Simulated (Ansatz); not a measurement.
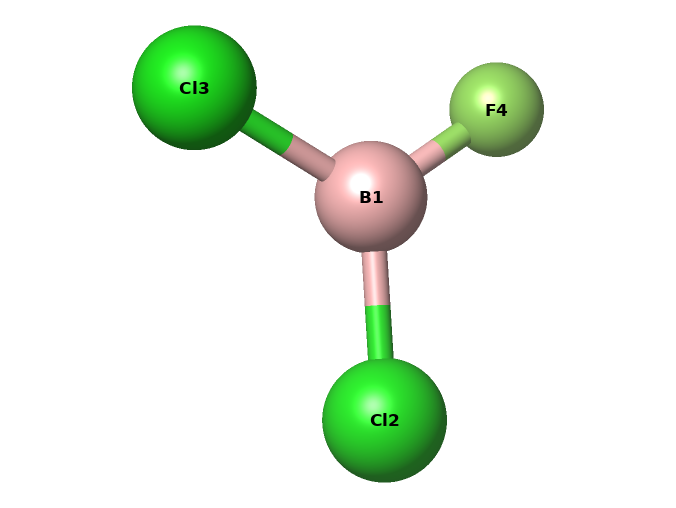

Numbered structure. Computed geometry: PBE0-D4/def2-TZVP optimisation.

**What is the geometry at B1?**

B1 has 3 neighbours (Cl2 at 1.74, Cl3 at 1.74, F4 at 1.31 Å); the arrangement is trigonal planar.
